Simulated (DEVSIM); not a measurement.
Device: Si p+/n-/n+ power diode, at 300 K.

```
layer (left to right)  material  thickness (μm)  Nd (cm⁻³)  Na (cm⁻³)  τn (s)  τp (s)
---------------------  --------  --------------  ---------  ---------  ------  ------
1                            Si           0.850          -     4.8e18  5.2e-7  5.2e-7
2                            Si            17.0     1.7e14          -  5.2e-7  5.2e-7
3                            Si            2.00       2e18          -  5.2e-7  5.2e-7
```

Left contact: ohmic. Right contact: ohmic. Voltage is applied to the left contact. Recombination: SRH at mid-gap. Mobility is μmin + (μ − μmin)/(1 + (N/Nref)^α).

The device is made up for the run: typed textbook-type constants, with dimensions and the other settings drawn at random. Values at 300 K.

| parameter | Si |
|---|---|
| gap (eV) | 1.124 |
| affinity (eV) | 4.05 |
| permittivity | 11.7 |
| Nc (cm⁻³) | 2.86e19 |
| Nv (cm⁻³) | 3.1e19 |
| μn (cm²/Vs) | 1417 |
| μp (cm²/Vs) | 470 |
| μn,min | 52 |
| μp,min | 45 |
| Nref,n | 9.7e16 |
| Nref,p | 2.2e17 |
| αn | 0.68 |
| αp | 0.72 |

Simulated with DEVSIM: 1D drift-diffusion, Boltzmann statistics, complete ionisation; no tunnelling, impact ionisation, image-force lowering or self-heating.

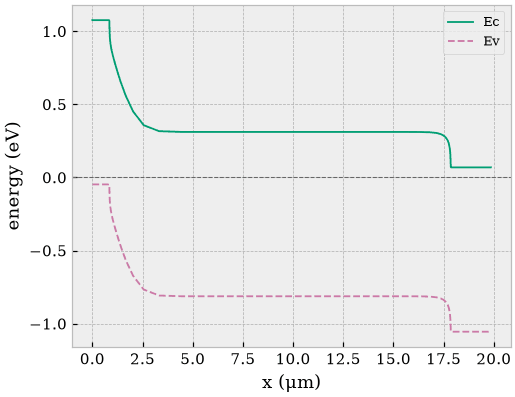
Figure. Band edges at zero bias

Energies count from the Fermi level of the right contact; mesh points crowd at the junctions.

```
x (μm)   Ec (eV)  Ev (eV)  n (cm⁻³)  p (cm⁻³)  field (V/cm)
-------  -------  -------  --------  --------  ------------
0.000      1.076   -0.048     < 1e2    4.8e18           ≈ 0
0.04654    1.076   -0.048     < 1e2    4.8e18           ≈ 0
0.1860     1.076   -0.048     < 1e2    4.8e18           ≈ 0
0.5313     1.076   -0.048     < 1e2    4.8e18           ≈ 0
0.7893     1.076   -0.048     < 1e2    4.8e18           ≈ 0
0.8461     1.071   -0.053     < 1e2    4.0e18        -24000
0.8873     0.931   -0.193      6600    1.8e16        -13000
1.092      0.797   -0.327   1200000    9.9e13         -5000
1.657      0.561   -0.563    1.1e10    1.1e10         -3400
3.319      0.316   -0.808    1.4e14    840000          -160
8.308      0.311   -0.813    1.7e14    680000           ≈ 0
15.65      0.311   -0.813    1.7e14    680000           ≈ 0
17.13      0.304   -0.820    2.2e14    520000          -230
17.63      0.270   -0.854    8.4e14    140000         -1800
17.82      0.183   -0.941    2.4e16      4800        -14000
17.86      0.072   -1.052    1.8e18     < 1e2        -10000
17.92      0.069   -1.055    2.0e18     < 1e2           ≈ 0
18.11      0.069   -1.055    2.0e18     < 1e2           ≈ 0
18.96      0.069   -1.055    2.0e18     < 1e2           ≈ 0
19.56      0.069   -1.055    2.0e18     < 1e2           ≈ 0
19.77      0.069   -1.055    2.0e18     < 1e2           ≈ 0
19.85      0.069   -1.055    2.0e18     < 1e2           ≈ 0
```
